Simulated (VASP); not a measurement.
Band structure of B2W (space group P6/mmm). Method: LDA (Ceperley-Alder, Perdew-Zunger), VASP's LDA PAW potentials (set 64) (plane waves; VASP 6.6.1).

Unless said otherwise, spin-orbit coupling is left out, though it shifts the bands of the heavy elements here.

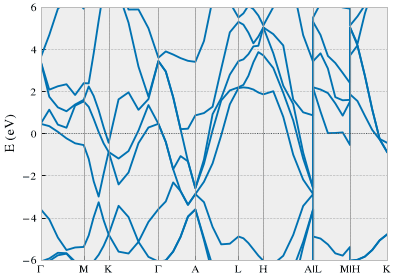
Figure: Bands along high-symmetry lines, zero at the valence-band maximum or, without a gap, the Fermi level

Task: Read the plot: is there a gap, and where are the band edges?

Result: It has no gap at this level: it comes out as a metal or semimetal.

The structure comes from a measured B2W entry of the Crystallography Open Database, whose conditions weren't checked. The cell was not relaxed at this level. The k-mesh is coarse (spacing up to 0.34 per Å, 2π included), so the numbers may not be converged in it.
